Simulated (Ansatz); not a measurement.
## Electronic structure of C$_{3}$H$_{8}$BrNSi$_{2}$ in real space

Input file:

```
crystal:
  periodic: [false, false, false]
  atoms:
    - {symbol: C, position_ang: [1.236298, -2.479931, 0.295483]}
    - {symbol: C, position_ang: [0.826068, -1.352289, -0.521344]}
    - {symbol: C, position_ang: [0.079860, 0.047858, 2.163419]}
    - {symbol: Br, position_ang: [-2.734790, -1.111333, 0.637390]}
    - {symbol: N, position_ang: [1.559473, -3.341103, 1.023813]}
    - {symbol: Si, position_ang: [0.928165, 0.280672, 0.487925]}
    - {symbol: Si, position_ang: [-1.791190, 0.221890, 2.194817]}
    - {symbol: H, position_ang: [-0.224079, -1.493546, -0.854004]}
    - {symbol: H, position_ang: [1.466427, -1.269259, -1.424326]}
    - {symbol: H, position_ang: [2.379243, 0.620150, 0.682404]}
    - {symbol: H, position_ang: [0.271047, 1.365440, -0.321112]}
    - {symbol: H, position_ang: [0.371765, -0.949224, 2.560305]}
    - {symbol: H, position_ang: [0.479251, 0.807430, 2.872370]}
    - {symbol: H, position_ang: [-2.192329, 1.630559, 1.864407]}
    - {symbol: H, position_ang: [-2.368457, -0.176091, 3.521625]}
basis:
  gaussian:
    orbitals: def2-SVPD
hamiltonian:
  xc: {name: PBE0}
output: {forces: true, orbitals: {seedname: orbitals}}
```

Command:

```sh
ansatz run input.yaml --threads 4 --pin off --max-ram 7830MiB --events-out events.jsonl --progress --plain --runs-dir runs
```

Geometry: PBE-D3(BJ)/def2-SVP.

Computed with Ansatz 0.2.0, isolated molecule in a Gaussian basis; Kohn-Sham density functional theory, functional PBE0.

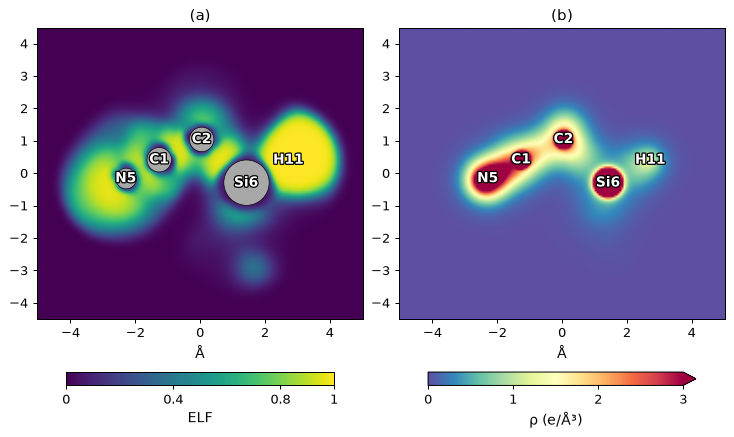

Figure 1. (a) electron localisation function; (b) total electron density on the plane of atoms C1, C2 and Si6. Grey discs cover the atomic cores in the ELF map.

Q: What do the fields say about this system?

A:
- Atoms in the plane: C, N, Si and H.
- C–N (1.17 Å): ρ at the midpoint is about 3.3 e/Å³; the ELF peaks at about 0.85 between the atoms: a short, multiple covalent bond.
- C–C (1.45 Å): the density is about 1.8 e/Å³ at the midpoint; the ELF peaks at about 0.95 between the atoms: localised, covalent bonding.
- C–Si (1.92 Å): ρ is about 0.88 e/Å³ halfway; the ELF peaks at about 0.95 between the atoms (localised, covalent bonding).
- Si–H (1.50 Å): ρ at the midpoint is about 0.76 e/Å³; the ELF climbs to about 1 towards the hydrogen, as it does in any bond to H.
- The ELF also peaks beside N5, away from the bonds: lone-pair regions.

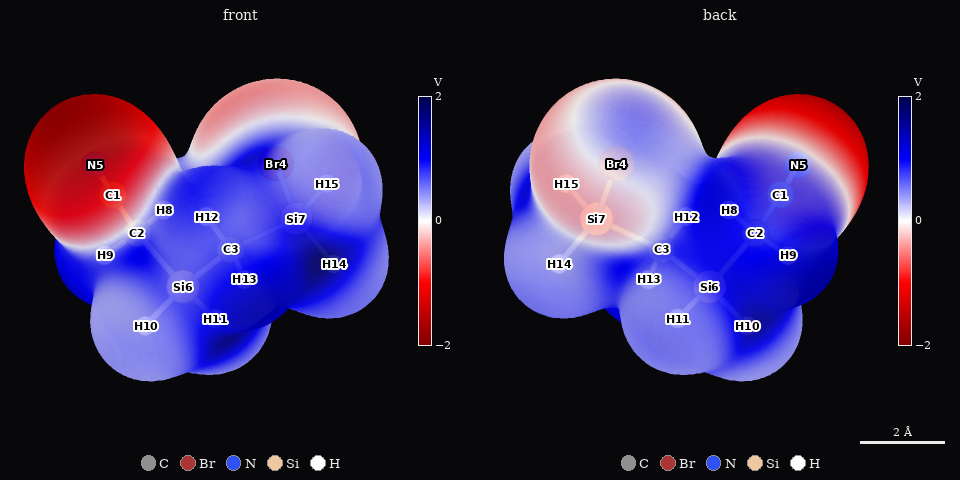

Figure 2. The molecular electrostatic potential painted on the density surface at 0.002 e/bohr³, seen from the front and from behind; red is negative and blue positive.

Q: Where is the surface potential most negative and most positive?

A: The most negative region (about −1.8 V, or −42 kcal/mol for a unit charge) lies over N5, the most positive (about +1.7 V, or +39 kcal/mol for a unit charge) over Si7. Br4 shows a σ-hole: about +0.5 V, or +12 kcal/mol for a unit charge at the tip opposite its bond, against about −0.2 V on its flanks. N5 is the likeliest acceptor of a hydrogen bond.

Q: How polar is the molecule by this calculation?

A: Its dipole moment is 3.84 D.

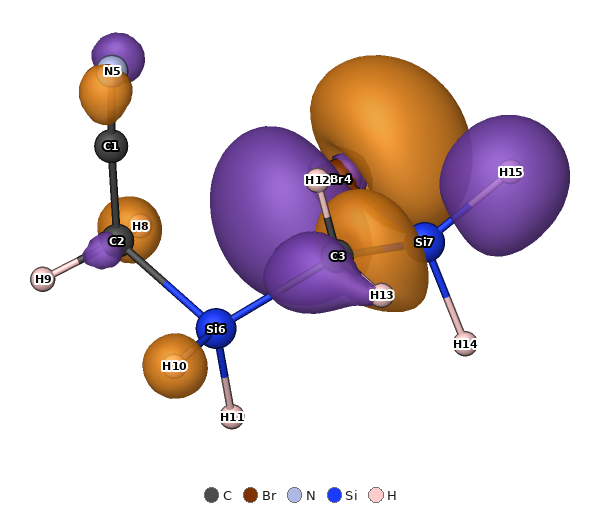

Figure 3. The HOMO−1 at ±0.1 Å⁻³ᐟ² (orange and purple are the two phases), seen at a tilt.

Q: What is the character of this orbital?

A: It lies mainly on Br4 (about 65 %), Si7 (about 10 %), H15 (about 5 %) and C3 (about 5 %); largely a lone pair of Br4. Its energy is −8.57 eV.
